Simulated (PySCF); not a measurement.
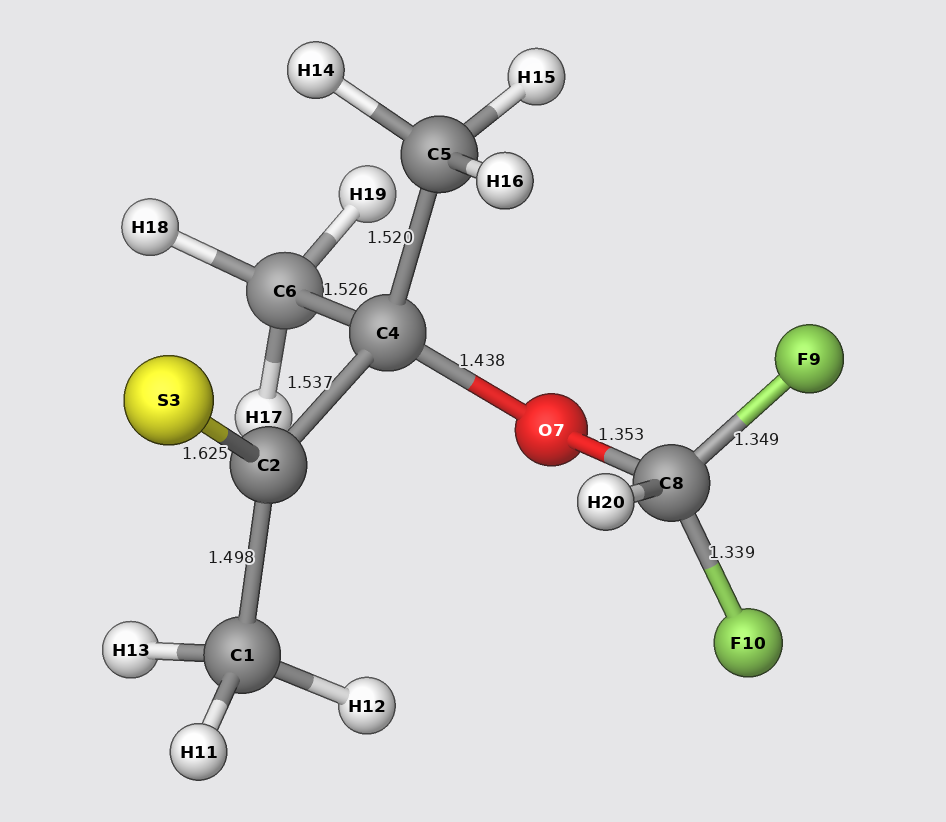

The numbers beside the sticks are distances in Å. Sticks don't show bond order. The computed structure is the end point of a PBE0-D3(BJ)/def2-SVP optimisation. No frequency run is at hand to confirm it as a minimum.

> Which of the marked bonds are single, double, triple or aromatic?

C1–C2 single; C2–S3 double; C2–C4 single; C4–C5 single; C4–C6 single; C4–O7 single; O7–C8 single; C8–F9 single; C8–F10 single.

> Give the structure as SMILES.

CC(=S)C(C)(C)OC(F)F
